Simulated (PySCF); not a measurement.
# C6H15NOSi: geometry relaxation

System: C6H15NOSi.
Method: PBE0-D3(BJ)/def2-SVP geometry optimisation, gas phase (PySCF 2.14.0).

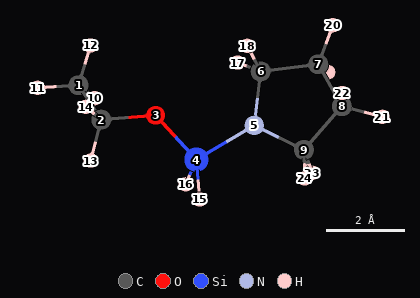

Figure 1. The input geometry (ball-and-stick view, seen at a tilt; atoms are numbered from 1 in the order of the input).

Key numbers

| quantity | value |
| --- | --- |
| outcome | converged |
| total energy | −656.295142 hartree |
| dipole moment | 2.13 D |
| point group | C1 |
| hardware | 1 CPU thread, shared host |
| wall time | 24 min |
| peak memory | 0.95 GiB |

The input
```
{"job": {"xc": "PBE0", "basis": "def2-SVP", "d3": "d3bj", "grid": 1, "shake": 0.01, "kind": "geom"}, "charge": 0, "multiplicity": 1}
C      3.630590    -0.758330     0.485410
C      3.023270     0.628430     0.137400
O      1.614560     0.579270     0.113550
Si     0.689710     0.756520    -1.159360
N     -0.864140     0.333520    -0.519580
C     -1.102570    -0.646280     0.528080
C     -2.572900    -1.008550     0.422280
C     -3.167510     0.255450    -0.206630
C     -2.096410     0.652780    -1.173340
H      3.323410    -1.457540    -0.269570
H      4.685100    -0.679600     0.542800
H      3.227820    -1.067380     1.446140
H      3.385570     0.982610    -0.838110
H      3.307290     1.368940     0.906980
H      0.596150     2.131800    -1.627210
H      1.122160    -0.083020    -2.263510
H     -0.456240    -1.516030     0.400950
H     -0.881100    -0.203340     1.512960
H     -2.720860    -1.860840    -0.250470
H     -3.045050    -1.248170     1.392030
H     -4.161120     0.074780    -0.689260
H     -3.288630     1.005440     0.546830
H     -2.187010     0.071910    -2.140180
H     -2.126390     1.707250    -1.470500
```

The first line tells a small driver script what to run in PySCF; the rest is the geometry in Å.

Run as:
```bash
OMP_NUM_THREADS=1 python <driver script> task.json out
```

Log
```
step   0  E = -656.27620593  max force = 0.052498
step   1  E = -656.28935569  max force = 0.008185
step   2  E = -656.29002330  max force = 0.002905
step   3  E = -656.29028461  max force = 0.001867
step   4  E = -656.29080870  max force = 0.006627
step   5  E = -656.29146098  max force = 0.009488
step   6  E = -656.29196679  max force = 0.006899
step   7  E = -656.29254254  max force = 0.001645
step   8  E = -656.29266733  max force = 0.001494
step   9  E = -656.29281735  max force = 0.001028
step  10  E = -656.29292175  max force = 0.001650
step  11  E = -656.29292674  max force = 0.003972
step  12  E = -656.29330584  max force = 0.003002
step  13  E = -656.29388811  max force = 0.004553
step  14  E = -656.29425107  max force = 0.003535
step  15  E = -656.29371271  max force = 0.004076
step  16  E = -656.29433935  max force = 0.002238
step  17  E = -656.29460729  max force = 0.001482
step  18  E = -656.29473853  max force = 0.001599
step  19  E = -656.29489266  max force = 0.001332
step  20  E = -656.29498564  max force = 0.000994
step  21  E = -656.29501839  max force = 0.000455
step  22  E = -656.29503363  max force = 0.000384
step  23  E = -656.29504519  max force = 0.000458
step  24  E = -656.29506583  max force = 0.000633
step  25  E = -656.29509344  max force = 0.000568
step  26  E = -656.29512267  max force = 0.000298
step  27  E = -656.29513920  max force = 0.000333
step  28  E = -656.29514217  max force = 0.000314
optimisation converged
```

Trajectory as extended XYZ (Å, eV, eV/Å), 4 of the 29 frames kept, from step=0 to step=28
```
24
Properties=species:S:1:pos:R:3:forces:R:3 step=0 energy=-17858.18517
C     3.6306   -0.7583    0.4854   -1.7896   1.8299  -0.1057
C     3.0233    0.6284    0.1374    0.0072  -0.7109   0.4943
O     1.6146    0.5793    0.1135    2.1500  -0.4471   2.1976
Si    0.6897    0.7565   -1.1594   -2.6996   0.0077  -0.6189
N    -0.8641    0.3335   -0.5196    0.3082   0.0676  -0.0200
C    -1.1026   -0.6463    0.5281    0.3611   0.1519   0.2276
C    -2.5729   -1.0086    0.4223   -0.4194   0.3579   0.0715
C    -3.1675    0.2555   -0.2066   -0.8834  -1.2460  -0.6273
C    -2.0964    0.6528   -1.1733    0.1797  -0.1387  -1.6133
H     3.3234   -1.4575   -0.2696   -0.0852  -0.7406  -0.5990
H     4.6851   -0.6796    0.5428    1.5341  -0.0454   0.0378
H     3.2278   -1.0674    1.4461   -0.0990  -0.2380   0.3878
H     3.3856    0.9826   -0.8381    0.3583   0.0644  -0.1139
H     3.3073    1.3689    0.9070    0.1342  -0.0230  -0.1359
H     0.5961    2.1318   -1.6272    0.0310   0.7730  -0.4024
H     1.1222   -0.0830   -2.2635    0.4662  -0.5446  -0.7333
H    -0.4562   -1.5160    0.4009    0.2329  -0.4197   0.1545
H    -0.8811   -0.2033    1.5130    0.0855  -0.0878   0.1526
H    -2.7209   -1.8608   -0.2505   -0.0143  -0.1768  -0.1045
H    -3.0450   -1.2482    1.3920    0.1848  -0.0606  -0.1300
H    -4.1611    0.0748   -0.6893    0.5342   0.1646   0.2574
H    -3.2886    1.0054    0.5468   -0.1583   0.8636   0.7848
H    -2.1870    0.0719   -2.1402   -0.2867   0.2581   0.4287
H    -2.1264    1.7072   -1.4705   -0.1319   0.3405   0.0095
24
Properties=species:S:1:pos:R:3:forces:R:3 step=9 energy=-17858.63719
C     2.9599   -0.4035    1.1772    0.0043   0.0358   0.0130
C     3.0237    0.4516   -0.0712    0.0132  -0.0251   0.0094
O     1.8084    1.1115   -0.2995   -0.0309   0.0400  -0.0199
Si    0.6950    0.8330   -1.5095    0.0529   0.0121   0.0393
N    -0.7986    0.2314   -0.9144    0.0103  -0.0401  -0.0168
C    -0.9022   -1.0384   -0.2023   -0.0191  -0.0226   0.0062
C    -2.3881   -1.1704    0.1331    0.0131   0.0015   0.0106
C    -2.8339    0.2826    0.2552   -0.0048   0.0105   0.0071
C    -2.0665    0.9509   -0.8798   -0.0227   0.0007  -0.0056
H     2.2109   -1.2030    1.0685   -0.0031  -0.0139   0.0003
H     3.9357   -0.8697    1.3831    0.0031  -0.0124  -0.0051
H     2.6794    0.2094    2.0473   -0.0097  -0.0050  -0.0108
H     3.3028   -0.1746   -0.9415    0.0003   0.0017  -0.0090
H     3.8169    1.2127    0.0367   -0.0020  -0.0005  -0.0037
H     0.3793    2.1159   -2.1954    0.0027   0.0055  -0.0162
H     1.3553   -0.1566   -2.4239   -0.0098   0.0015  -0.0096
H    -0.5413   -1.8855   -0.8138   -0.0007   0.0035   0.0064
H    -0.2958   -1.0298    0.7244   -0.0085   0.0027   0.0043
H    -2.9232   -1.6594   -0.6975    0.0006   0.0042  -0.0047
H    -2.5659   -1.7659    1.0404   -0.0066  -0.0034  -0.0049
H    -3.9226    0.4204    0.1784    0.0017  -0.0081  -0.0047
H    -2.5075    0.6969    1.2234    0.0031   0.0036   0.0040
H    -2.6282    0.8389   -1.8292    0.0048   0.0084   0.0000
H    -1.9238    2.0312   -0.7174    0.0078  -0.0007   0.0104
24
Properties=species:S:1:pos:R:3:forces:R:3 step=19 energy=-17858.69367
C     2.0869    0.4649    1.3103    0.0173   0.0086   0.0184
C     2.7203    0.2072   -0.0421    0.0437   0.0084   0.0332
O     2.1168    0.9645   -1.0611   -0.0660  -0.0685  -0.0436
Si    0.8432    0.3815   -1.9763    0.0482   0.0535  -0.0166
N    -0.5778    0.0000   -1.0817    0.0106  -0.0250   0.0560
C    -0.9771   -1.3400   -0.6580   -0.0056   0.0187   0.0089
C    -2.3225   -1.1246    0.0296    0.0111  -0.0022   0.0011
C    -2.1551    0.2566    0.6533   -0.0193   0.0011   0.0040
C    -1.4014    1.0177   -0.4332   -0.0222   0.0124  -0.0267
H     1.0320    0.1506    1.3183   -0.0006  -0.0008  -0.0060
H     2.6188   -0.0862    2.1008   -0.0038  -0.0109   0.0145
H     2.1258    1.5377    1.5530   -0.0076  -0.0014  -0.0147
H     2.6838   -0.8773   -0.2737   -0.0113   0.0069  -0.0108
H     3.7896    0.4793   -0.0105   -0.0065   0.0043  -0.0059
H     0.5812    1.4933   -2.9283   -0.0052  -0.0062  -0.0025
H     1.2493   -0.8925   -2.6450    0.0058  -0.0010  -0.0082
H    -1.0501   -2.0356   -1.5099    0.0020   0.0000  -0.0080
H    -0.2573   -1.7845    0.0593    0.0055   0.0061  -0.0034
H    -3.1309   -1.1041   -0.7198   -0.0001   0.0016  -0.0016
H    -2.5586   -1.9147    0.7573   -0.0074   0.0040   0.0011
H    -3.1037    0.7378    0.9326   -0.0050  -0.0083  -0.0037
H    -1.5375    0.1848    1.5643    0.0105   0.0012  -0.0012
H    -2.1135    1.4741   -1.1489    0.0048   0.0043   0.0034
H    -0.7925    1.8393   -0.0184    0.0010  -0.0068   0.0124
24
Properties=species:S:1:pos:R:3:forces:R:3 step=28 energy=-17858.70046
C     2.2424    0.4659    1.2310    0.0030  -0.0022   0.0027
C     2.8112    0.1245   -0.1320    0.0103  -0.0060   0.0091
O     2.1728    0.8374   -1.1614   -0.0147  -0.0062  -0.0094
Si    0.8114    0.2836   -1.9543    0.0150   0.0161   0.0099
N    -0.5555   -0.0101   -0.9477   -0.0081  -0.0022   0.0008
C    -0.9887   -1.3134   -0.4616    0.0024   0.0022   0.0094
C    -2.4200   -1.0658   -0.0021    0.0059   0.0045  -0.0023
C    -2.3191    0.3347    0.5919   -0.0013  -0.0006   0.0032
C    -1.3806    1.0549   -0.3782    0.0005  -0.0022  -0.0099
H     1.1855    0.1657    1.2999   -0.0006   0.0030  -0.0015
H     2.8014   -0.0451    2.0302   -0.0008  -0.0028  -0.0004
H     2.3007    1.5508    1.4062   -0.0009  -0.0007  -0.0013
H     2.7447   -0.9692   -0.3053    0.0001   0.0003  -0.0013
H     3.8844    0.3789   -0.1656   -0.0026   0.0043  -0.0014
H     0.5107    1.3761   -2.9173    0.0009  -0.0029  -0.0047
H     1.1183   -1.0246   -2.6106   -0.0018  -0.0025  -0.0024
H    -0.9151   -2.0824   -1.2473   -0.0055   0.0015  -0.0027
H    -0.3790   -1.6678    0.3962    0.0010  -0.0057  -0.0043
H    -3.0968   -1.0626   -0.8725   -0.0037  -0.0047   0.0017
H    -2.7826   -1.8226    0.7090    0.0004   0.0025   0.0017
H    -3.2878    0.8431    0.7037   -0.0007  -0.0014  -0.0056
H    -1.8566    0.2798    1.5914   -0.0029   0.0038   0.0033
H    -1.9539    1.5751   -1.1692    0.0013   0.0045   0.0028
H    -0.7781    1.8230    0.1380    0.0030  -0.0028   0.0022
```

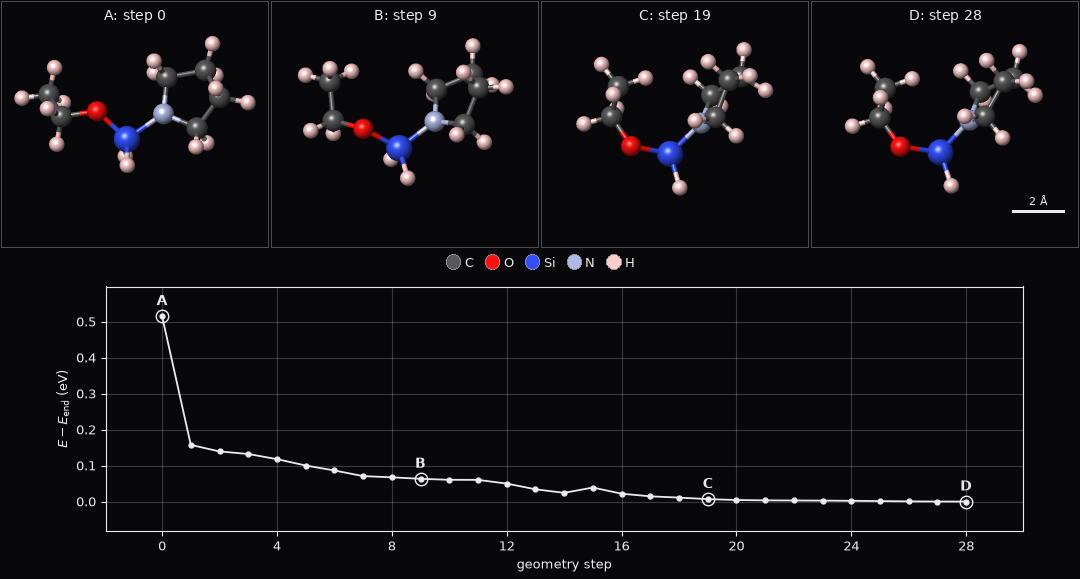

Figure 2. Frames of the relaxation (ball-and-stick view, seen at a tilt) above the curves, on which the letters mark them (steps are counted from 0).

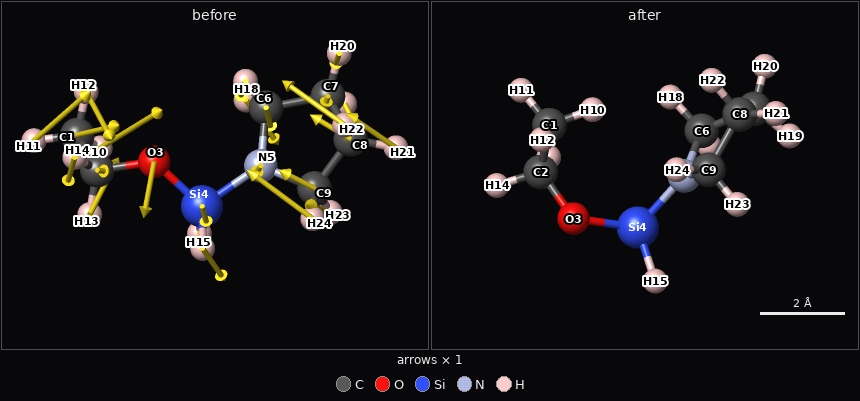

Figure 3. Before (left) and after (right) the relaxation, at one scale (ball-and-stick view, seen at a tilt). The yellow arrows give the displacements, at true length. Over 28 geometry steps the energy falls by 0.515 eV. The largest force component goes from 2.7 to 0.016 eV/Å. The largest move after the best rigid fit is that of H10, 3.15 Å. By element the largest moves are H 3.15 Å, C 2.08 Å, O 1.43 Å, Si 0.93 Å, N 0.65 Å. Among the contacts that change: O3–Si4 1.583 → 1.670 Å, Si4–H16 1.453 → 1.495 Å, C1–H11 1.059 → 1.101 Å, C1–C2 1.553 → 1.516 Å. Among the angles that change: O3–Si4–N5 101.5° → 115.2°, O3–Si4–H15 113.7° → 103.2°, N5–Si4–H16 114.0° → 105.7°. (Atoms are counted from 1 in the order of the input.)
